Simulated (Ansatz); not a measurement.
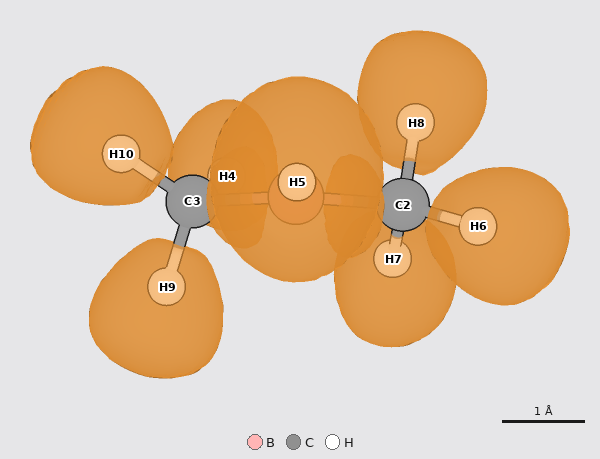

*C₂H₇B. Isosurface of the electron localisation function at 0.85 (orange), seen from one side. Core shells and regions of very low density are left out.*

Not at a stationary point (largest force 1.0 eV/Å).

The calculation used RKS PBE0-D4/6-31G* (Ansatz 0.2.0).

```xyz
10

B    -0.5910    0.1639   -0.4205
C     0.6285    1.1186   -0.0988
C    -0.4356   -1.2092    0.2943
H     0.6368   -1.2165    0.4549
H    -1.4725    0.4576   -1.1844
H     0.4863    2.1879   -0.2935
H     1.0021    0.9859    0.9261
H     1.4455    0.7870   -0.7636
H    -0.8988   -1.1649    1.2949
H    -0.8011   -2.1102   -0.2095
```

Where are the electrons localised?

Answer. The ELF exceeds this value in two regions between bonded B–C atoms (shared pairs) and seven regions around hydrogen nuclei. Along the contacts the grid gives the following. C–B (1.56 Å): the ELF peaks at about 1 between the atoms (a shared electron pair). C–H (1.08 Å): the ELF climbs to about 1 towards the hydrogen, as it does in any bond to H (an ordinary covalent bond to hydrogen).
